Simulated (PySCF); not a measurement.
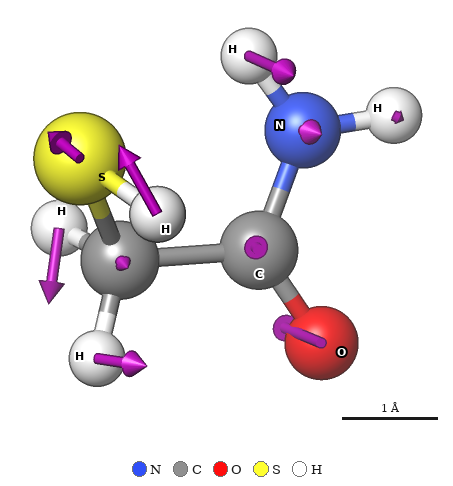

A relaxation of C2H5NOS. The starting structure is drawn; purple arrows show the displacements, 3 times their true length. The two geometries are superimposed by the best rigid fit.

A ball-and-stick model, seen from a free direction.

The start comes from GFN2-xTB.

Method: PySCF 2.14.0, density-fitted response routines, PBE0-D3(BJ)/def2-SVP geometry optimisation, gas phase. 

> What did the optimiser do to the structure, and how much energy did it gain?

The O atom moves most after the best rigid fit: 0.44 Å. Largest moves by element: O 0.44 Å, H 0.38 Å, S 0.20 Å, N 0.13 Å, C 0.11 Å. Some distances before and after: H–S 1.331 → 1.351 Å, C–H 1.091 → 1.102 Å, C–S 1.824 → 1.816 Å, H–N 1.006 → 1.013 Å. Bond angles that change, for instance: C–C–S 113.3° → 118.2°, H–C–H 109.2° → 106.4°, C–C–H 109.8° → 107.3°. Groups turn about C–C by about 25°. After 10 geometry steps the energy has fallen by 0.065 eV. The largest force component goes from 0.67 to 0.016 eV/Å. The run took about 30 core-seconds on a shared host.
